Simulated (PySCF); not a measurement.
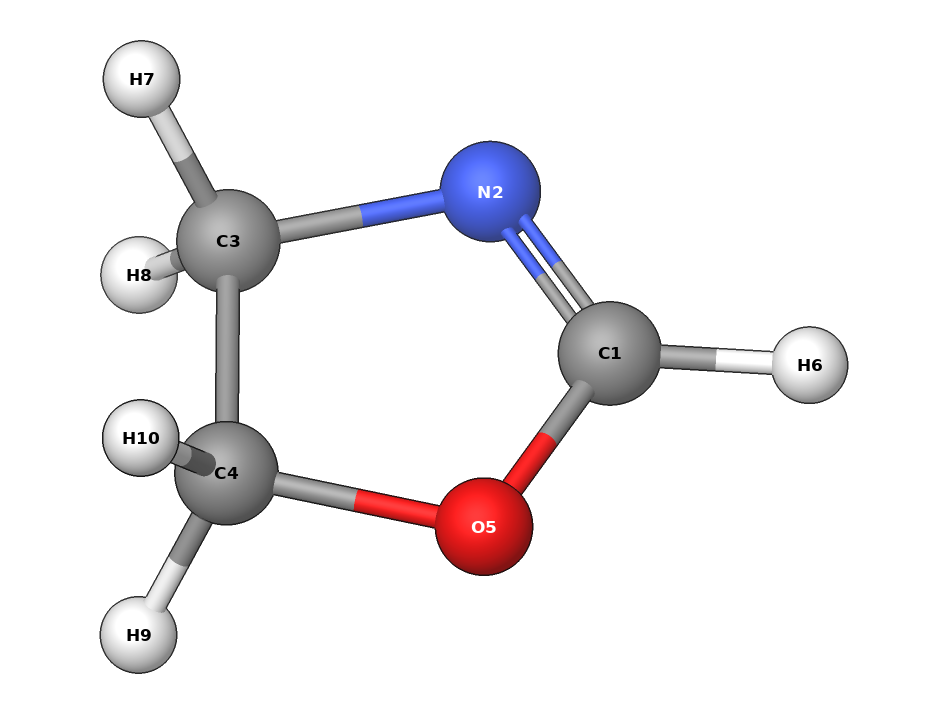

Computed geometry: GFN2-xTB optimisation. No frequency run is at hand to confirm it as a minimum. Method: B3LYP/pcJ-1 indirect spin-spin coupling, non-relativistic, gas phase (PySCF 2.14.0). Isotopes: 13C, 1H, 15N, 17O.

Give the spin–spin coupling constants of these pairs, with the number of bonds between them: C1/N2, N2/C3, N2/O5, N2/H8, N2/H7, N2/H6.

| pair | bonds apart | J (Hz) |
| --- | --- | --- |
| C1, N2 | 1 | −4.2 |
| N2, C3 | 1 | 4.6 |
| N2, O5 | 2 | −1.8 |
| N2, H8 | 2 | −0.9 |
| N2, H7 | 2 | −0.9 |
| N2, H6 | 2 | −16.1 |
